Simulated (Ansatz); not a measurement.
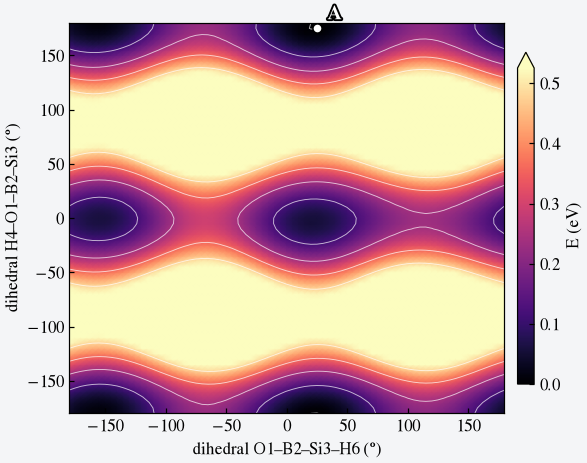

BH4OSi, SMILES OB[SiH2], spin multiplicity 2. Coordinates scanned: (1) dihedral O1–B2–Si3–H6; (2) dihedral H4–O1–B2–Si3. Nothing is relaxed (all other coordinates rigid). The grid has 18 × 18 points. Points are written as (first, second). Energies: eV, counted from the lowest grid point. Theory: UHF/def2-SVP in Ansatz.

In the figure: a smooth colour map with a few white contour lines, one colour for all values above the top of the scale, the point A. Between grid points the surface is interpolated.

What is the easiest way out of the well at A, and how high is the barrier?

Answer. The easiest path leads from the well at about (25°, 175°) to the well at about (−155°, −180°), about 0.011 eV higher (on a rigid scan; wells that are mirror images or exchange like atoms can differ by this much). Its highest point lies about 0.21 eV above the bottom of the first well on the interpolated surface, at about (115°, 180°). The start is the relaxed structure and all else is held, so a fully relaxed path at this level can only be lower.

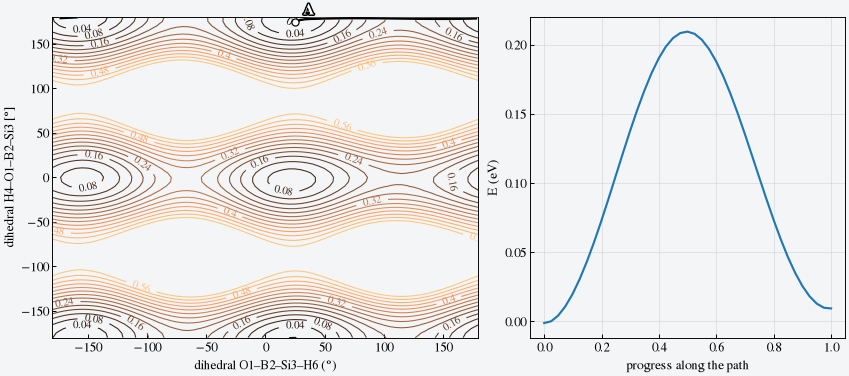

The picture shows contour lines labelled in eV (none above 0.56), a line along the lowest path, the energy along the path at the right. Between grid points the surface is interpolated.
